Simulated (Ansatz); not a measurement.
# A computed series for Ti3Al: response to strain

Take Ti$_{3}$Al (space group P6_3/mmc, No. 194) as the base.

```
Ti3Al
1.0
    5.75530     0.00000     0.00000
   -2.87765     4.98424     0.00000
    0.00000     0.00000     4.65460
Ti Al
6 2
Direct
  0.83025   0.66050   0.25000
  0.16975   0.83025   0.75000
  0.33950   0.16975   0.25000
  0.16975   0.33950   0.75000
  0.83025   0.16975   0.25000
  0.66050   0.83025   0.75000
  0.33333   0.66667   0.25000
  0.66667   0.33333   0.75000
```

Cartesian axes are those of the cell as printed.

Strains are applied to the cell and any free atomic positions relax; under biaxial strain the out-of-plane vector relaxes too.

The values are results of DFT with PBE, PAW potentials and a 420 eV plane-wave cutoff in Ansatz (an electronic-structure program), no spin-orbit coupling, earlier PAW set, not measurements.

Notes on the quantities. pressure: mean of the normal stresses, compression positive.

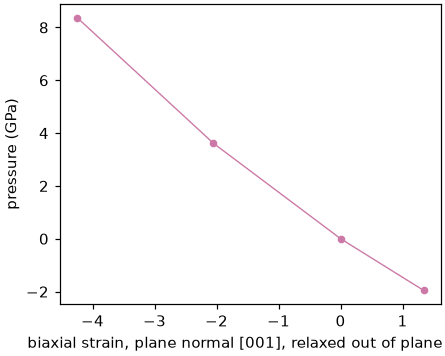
Figure. Pressure against biaxial strain, plane normal [001], relaxed out of plane

### Question
From the plot, what is the pressure for biaxial strain +1.34 %, plane normal [001], relaxed out of plane?

### Answer
About -2.0 GPa.

### Question
Is the trend monotonic over the range shown?

### Answer
Yes, it falls throughout, spanning -2.0 GPa to 8.4 GPa.

No phonon test of stability was made. The final runs are not spin-polarised.
